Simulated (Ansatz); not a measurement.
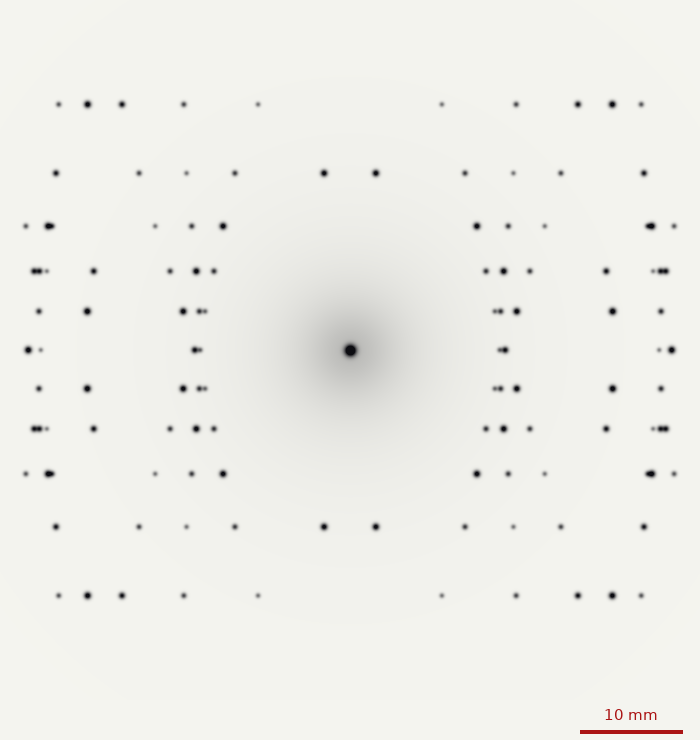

Simulated X-ray rotation photograph: Cu Kα radiation (λ = 1.5418 Å), cylindrical film of radius 30.0 mm unrolled, rotation axis vertical and normal to the beam, kinematic intensities without Lorentz or polarisation factors, the film spanning ±63° about the beam; spots down to d = 1.47 Å.

Q: Measure the layer lines and find the identity period along the axis.

A: The first layer line lies 3.8 mm from the equator, so tan ν = 0.127, sin ν = 0.126 and the period is λ/sin ν = 12.28 Å. Further lines follow at 7.8, 12.2, 17.4, 24.2 mm.

The crystal is La, space group P6_3/mmc (No. 194), a = 3.66 Å, c = 11.72 Å (hexagonal axes). Structure: the end point of a relaxation with DFT PBEsol, scalar-relativistic, plane waves, PAW (Ansatz 0.2.0).

Q: About which axis was it rotated?

A: About [101] (or an equivalent direction), whose length in the conventional cell is 12.277 Å.
